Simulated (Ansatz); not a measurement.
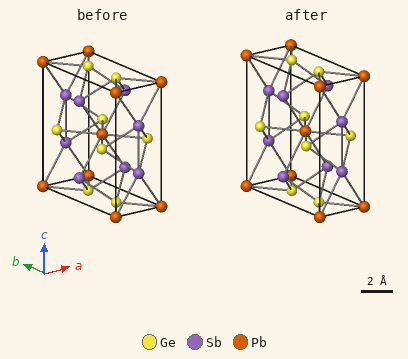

The structure of a crystal of Ge2Sb2Pb (built on the K2Te2Pd-71 type type) before (left) and after (right) a relaxation, at one scale.

Style: ball-and-stick. Shown: the conventional cell (2 times the calculation's cell), from a free direction. Lengths and directions refer to the drawn axes.

These are results of Ansatz, DFT, r2SCAN+rVV10, plane waves, PAW, not measurements.

Input
```yaml
crystal:
  lattice:
    - [-1.8645415799, 4.3035995256, 4.0102649471]
    - [1.8645415799, -4.3035995256, 4.0102649471]
    - [1.8645415799, 4.3035995256, -4.0102649471]
  atoms:
    - { symbol: Ge, position: [0.3083860367, 0.8083860367, 0.5] }
    - { symbol: Ge, position: [0.6916139633, 0.1916139633, 0.5] }
    - { symbol: Sb, position: [0.6908957121, 0.5, 0.1908957121] }
    - { symbol: Sb, position: [0.3091042879, 0.5, 0.8091042879] }
    - { symbol: Pb, position: [0.0, 0.0, 0.0] }
kpoints:
  mp_grid: { grid: [8, 8, 8] }
hamiltonian:
  xc: r2scan
  dispersion: rvv10
scf:
  occupations: { method: fermi_dirac, width: 0.03 }
relax:
  f_tol: 0.01
  cell: {}
  max_steps: 120
output:
  write_density: true
  write_potential: true
  elf: true
  volumetric_format: npy
```

Run as
```bash
ansatz run input.yaml --threads 2 --pin off --max-ram 2211MiB --backend cpu --events-out ev --progress --plain --runs-dir out
```

Question: What changed between the two?

Answer: After 4 accepted moves (5 points after the start) the energy has fallen by 42.8 meV per cell of the calculation. The largest force component goes from 0.055 to 0.01 eV/Å. The pressure goes from 1.02 to 0.00 GPa. The SCF was repeated once at an unchanged geometry on a basis and grid sized afresh for the cell, which shifted the energy by 0.7 meV per cell of the calculation at most. The largest moves relative to the cell, 0.051 Å, are those of Ge1 and Ge2. Ge1 goes along −b. By element the largest moves are Ge 0.051 Å, Sb 0.002 Å. Pb stays in place. The drawn cell changes as follows: a 3.729 → 3.628 Å (−2.7 %), b 8.021 → 8.067 Å (+0.6 %), c 8.607 → 9.038 Å (+5.0 %); the volume changes by +2.7 %. Among the contacts that change: Sb3–Sb4 3.286 → 3.454 Å, Sb3–Pb5 3.249 → 3.330 Å, Ge1–Pb5 3.097 → 3.120 Å, Ge1–Sb3 2.922 → 2.917 Å. Among the angles between lasting bonds that change: Sb3–Ge2–Sb4 68.4° → 72.6°, Pb5–Ge2–Pb5 74.0° → 71.1°, Sb3–Ge2–Pb5 143.5° → 141.1°. The space group stays Immm (No. 71). The run took 3.6 min on 2 threads of Arm Neoverse V2, on a shared host, peak memory 1.5 GiB.
